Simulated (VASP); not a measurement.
Band structure of ZnSe (zinc blende). All values below come from optB86b-vdW, VASP's PBE PAW potentials (set 64) (plane waves; VASP).

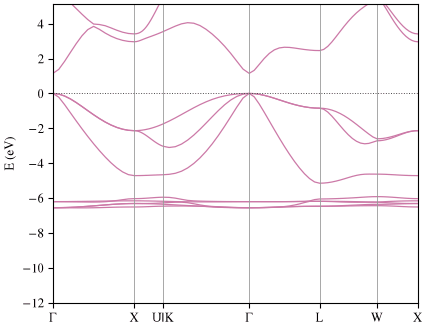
Figure: Bands along high-symmetry lines, zero at the valence-band maximum or, without a gap, the Fermi level

Task: Read the plot: is there a gap, and where are the band edges?

Result: The gap is direct, 1.15 eV, from the valence maximum at Γ to the conduction minimum at Γ. (Edges off the drawn lines would not show.)

Measured: gap 2.87 eV (computed value off by -1.72 eV), as given by Wei Chen et al., Physical Review Materials (2018), doi:10.1103/physrevmaterials.2.073803 [zero-point renormalisation of 0.05 eV added back (the table's ZPR column)].

The compound is ZnSe in the zinc blende structure. It was relaxed first.
